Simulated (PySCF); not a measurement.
Pb(Br)2, SMILES [Br][Pb][Br] (Br2Pb) at its CAM-B3LYP/def2-SVP optimised geometry (Å):

```
3

Pb    -1.0572    -1.2881     0.0000
Br    -1.5694     1.2881     0.0000
Br     1.5694    -1.2881     0.0000
```

Computed with CAM-B3LYP/def2-TZVP, def2 effective core potentials past Kr (PySCF). The core electrons that the potentials of Pb replace are not part of the density.

Map of the LUMO amplitude (bohr^(-3/2)) on the plane z = 1.5 Å; orbital energy -2.45 eV, overall sign arbitrary:

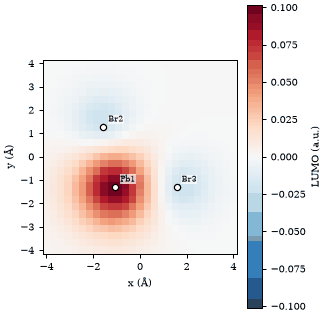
*LUMO amplitude (bohr^(-3/2)) on the plane z = 1.5 Å.*
